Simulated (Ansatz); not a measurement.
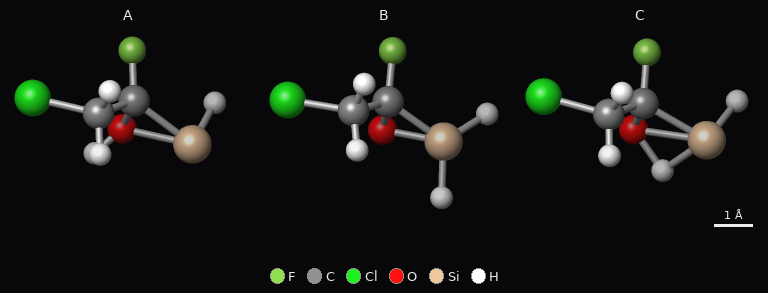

3 geometries from a converged minimum-energy path of C2H4ClFOSi, shuffled. A ball-and-stick model, seen at a tilt.

All numbers below come from RKS PBE-D4/def2-SVP (Ansatz 0.2.0). Settings: 5 movable images; climbing image; force threshold 0.03 eV/Å; iteration limit 60; starting path through a guess of the saddle point.

One of them is the converged climbing image. Which?

Answer. C. In order along the path, whose images run from 0 to 6: B (image 1, +18.9 kJ/mol), C (image 3, +202.4 kJ/mol), A (image 5, +105.7 kJ/mol). A hydrogen atom shifts from one atom to another. Breaking: H–Si (1.50 → 2.82 Å). Forming: H–O (2.72 → 0.99 Å).

Cost: 41 s on 2 threads of AMD EPYC 9R45 96-Core Processor (Zen 5), with other jobs on the host, peak memory 0.18 GiB.
